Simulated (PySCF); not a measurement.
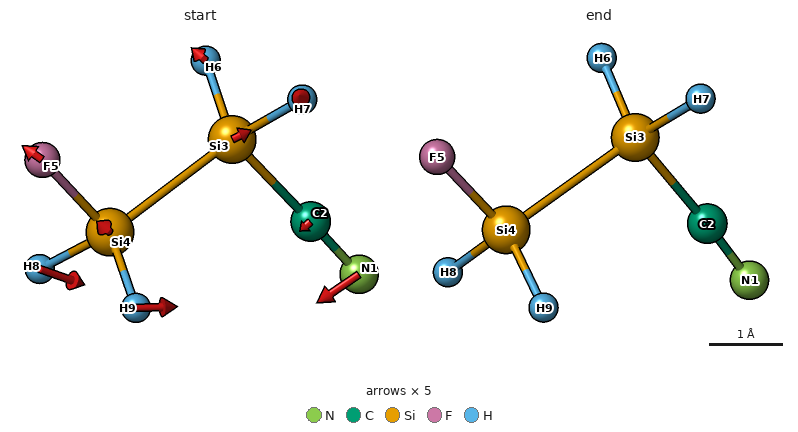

The structure of CH₄FNSi₂ before (left) and after (right) a relaxation, at one scale. The red arrows give the displacements, 5 times their true length.

Style: ball-and-stick. Shown at a tilt.

The start comes from GFN2-xTB. Its atoms were then displaced at random by about 0.01 Å.

The calculation used PBE0-D3(BJ)/def2-SVP geometry optimisation, gas phase (PySCF 2.14.0, density-fitted response routines). 

Q: Describe what moved and what it gained.

A: H8 moves most after the best rigid fit: 0.16 Å. By element the largest moves are H 0.16 Å, N 0.15 Å, F 0.07 Å, Si 0.06 Å, C 0.04 Å. Among the contacts that change: Si3–Si4 2.261 → 2.347 Å, Si4–H8 1.463 → 1.489 Å, C2–Si3 1.878 → 1.859 Å, N1–C2 1.177 → 1.160 Å. Among the angles between lasting bonds that change: F5–Si4–H9 101.4° → 108.9°, F5–Si4–H8 101.8° → 108.8°, Si3–Si4–H8 116.6° → 110.3°. The energy falls by 22.4 kJ/mol in 7 geometry steps.
